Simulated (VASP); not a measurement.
Band structure of Be3ZnO4 (ordered alloy cell). Computed with PBEsol GGA, VASP's PBE PAW potentials (set 64) (plane waves; VASP).

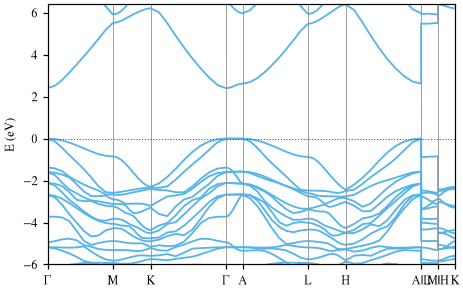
Figure. Bands along high-symmetry lines, zero at the valence-band maximum or, without a gap, the Fermi level

**Question.** Read the plot: is there a gap, and where are the band edges?

**Answer.** The gap is direct, 2.40 eV, from the valence maximum at Γ to the conduction minimum at Γ. (Edges off the drawn lines would not show.)

The structure was generated: Be3ZnO4 was put into an ordered model structure (P3m1), which need not be its known phase. It was relaxed first.
